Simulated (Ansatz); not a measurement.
The parent structure is TiO₂ in the anatase structure (space group I4_1/amd, No. 141; a = 3.7698 Å, c = 9.5517 Å).

It is then changed as follows: every lattice vector is shortened by 2.40 %; the atoms relax in the strained cell.

All numbers come from Ansatz (a program for electronic structure), PBEsol, PAW, cutoff 420 eV, spin-orbit coupling left out.

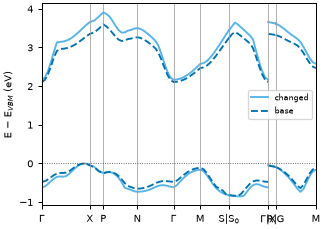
Highest valence and lowest conduction band along the path, each from its own valence-band maximum

Q: Read the changed gap and its character from the plot.

A: About 2.2 eV, indirect, Γ–X (87 % along) → Γ.

Stability against distortions was not tested. The final runs are not spin-polarised.
